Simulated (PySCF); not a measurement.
Vertical excitations of a molecule C2H7NOSi2 from TDDFT-PBE/def2-SVPD run with PySCF 2.14.0, as energy in eV (oscillator strength): 3.72 (0.000), 4.63 (0.018), 4.77 (0.005), 4.80 (0.000), 5.23 (0.003), 5.66 (0.007), 5.87 (0.000), 6.21 (0.007), 6.28 (0.087), 6.31 (0.001). Lowest triplet (TDA): 2.99 eV. Coordinates come from a B3LYP-D3(BJ)/def2-SVP optimisation. The values are those of a single conformer.

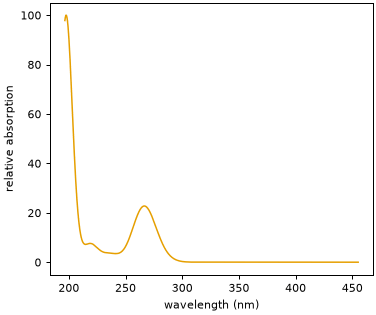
Figure: The lines broadened by 0.4 eV.

Task: Which molecule gave these data?
A. C=C1O[SiH2][Si@@H]1N
B. C=C1O[SiH2]N1[SiH3]
C. O[SiH2]C1=NC[SiH2]1
D. C#C[Si@@H](N)O[SiH3]

Result: C, O[SiH2]C1=NC[SiH2]1
